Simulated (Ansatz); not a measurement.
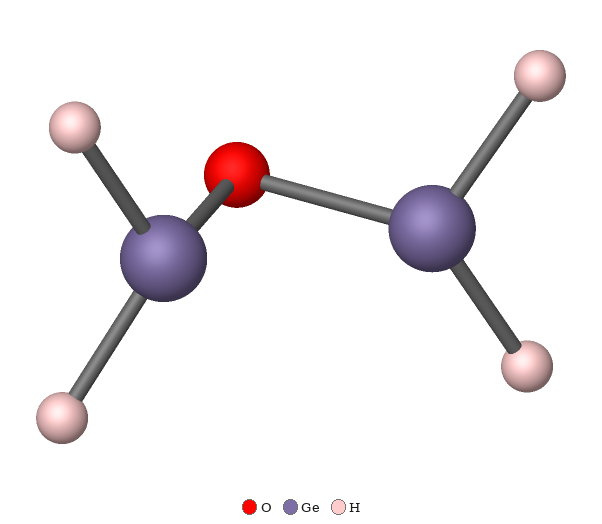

Harmonic vibrations computed with RKS PBE0-D4/def2-TZVP (Ansatz 0.2.0) at a stationary point of the same level.

How many imaginary frequencies does it have?

Answer. A minimum: no imaginary frequency, and the lowest mode lies at 320 cm⁻¹.

List the wavenumbers.

Answer. 15 modes: 320, 362, 383, 477, 568, 607, 661, 668, 757, 862, 865, 2148, 2149, 2157, 2167 cm⁻¹.
